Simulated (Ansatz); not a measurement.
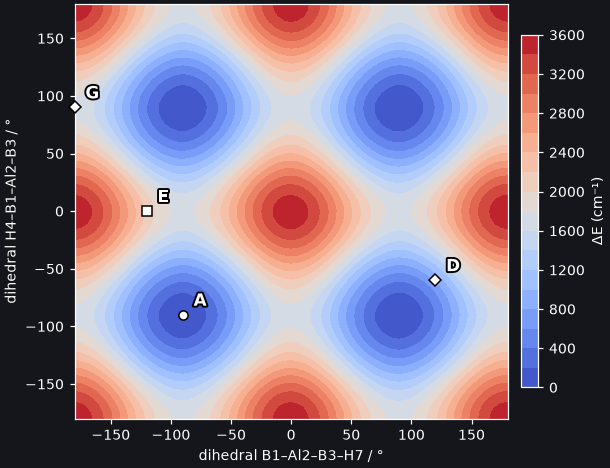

AlB2H5, SMILES [BH2][AlH][BH2]. 
- Coordinates scanned: (1) dihedral B1–Al2–B3–H7; (2) dihedral H4–B1–Al2–B3.
- Nothing is relaxed (all other coordinates rigid).
- The scan uses a 12 × 12 grid.
- Energies are in cm⁻¹, from the lowest grid point.
- Theory: RKS B3LYP-D4/def2-TZVP in Ansatz.

The picture shows filled contours, lettered points. Between grid points the surface is interpolated.

What kind of point is each of A, D, G: minimum, saddle, maximum or slope?

A: minimum; D: on a slope; G: saddle point. (In these two coordinates alone; a stationary point may lie a little off the grid point.)

Rank the lettered points by energy, lowest first.

A (9 cm⁻¹), D (814 cm⁻¹), G (1743 cm⁻¹), E (2142 cm⁻¹).
